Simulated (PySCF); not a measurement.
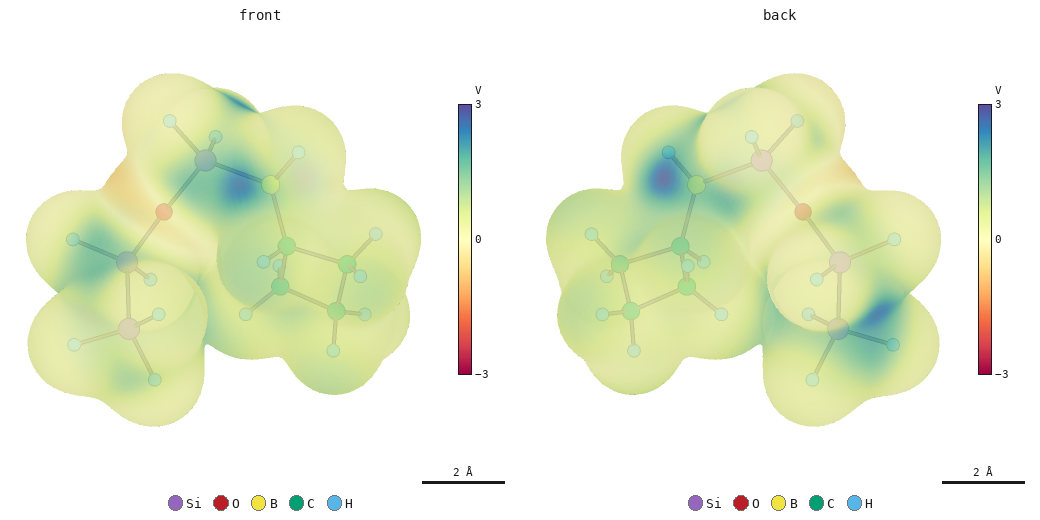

The picture shows: C$_{4}$H$_{15}$BOSi$_{3}$. The electrostatic potential painted on the density surface at 0.004 e/bohr³, seen from the front and from behind; the colour scale runs from red (negative) to blue (positive).

Geometry: GFN2-xTB.

Level of theory: PBE0/pcSseg-1, SCF density, gas phase, non-relativistic in PySCF 2.14.0.

```xyz
24

Si    2.8979   -0.2925   -1.0253
Si    2.4249   -1.3969    0.9383
O     1.4264   -0.4619    1.7979
Si    0.2772    0.2383    2.7251
B    -1.0287    1.1764    1.6044
C    -1.1526    0.9258    0.0649
C    -1.0239   -0.4956   -0.5377
C    -2.2105   -0.1962   -1.4642
C    -2.5005    1.0909   -0.6804
H     2.3265    1.0588   -1.1418
H     4.3388   -0.1219   -1.2437
H     2.4135   -1.0090   -2.2150
H     1.7362   -2.6840    0.7533
H     3.5892   -1.6436    1.7998
H    -0.2662   -0.8513    3.5616
H     1.0799    1.0714    3.6401
H    -1.7397    1.9825    2.0802
H    -0.4009    1.5761   -0.4030
H    -0.0804   -0.7219   -1.0312
H    -1.2344   -1.2806    0.1865
H    -1.9045   -0.0047   -2.4912
H    -3.0073   -0.9378   -1.4685
H    -2.6119    1.9956   -1.2754
H    -3.3607    1.0020   -0.0189
```

Question: Where is the surface potential most negative and most positive?

Answer: The most negative region (about −0.5 V) lies over O3, the most positive (about +2.5 V) over Si2 and B5.

Question: What dipole moment does the calculation give?

Answer: Its dipole moment is 1.25 D.
